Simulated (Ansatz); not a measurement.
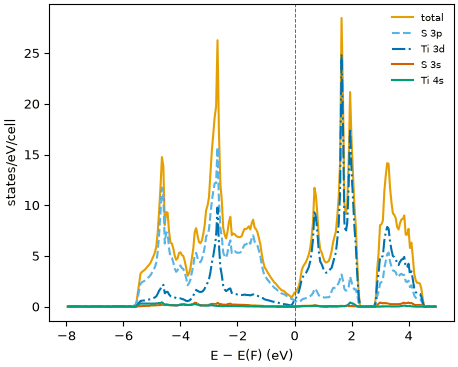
Figure: Total and projected density of states of TiS$_{2}$ (CdI2 type, P-3m1), plane-wave PAW PBE+D3(BJ) (Ansatz code)

Q: Which orbitals carry the states next to the Fermi level?

A: Within 0.5 eV of the Fermi level: Ti 3d 58 %, S 3p 37 %. Projections are on Löwdin-orthogonalised atomic valence shells; empty p or d shells of many metals are not among them.

Q: Where is the tallest occupied peak in this window, and what makes it?

A: Near -2.7 eV, about 26 states/eV per cell; the largest projected share is S 3p.

The PBE+D3(BJ) relaxation kept the symmetry of its start. No spin polarisation was allowed.

Potentials: the later of the program's two PAW sets.
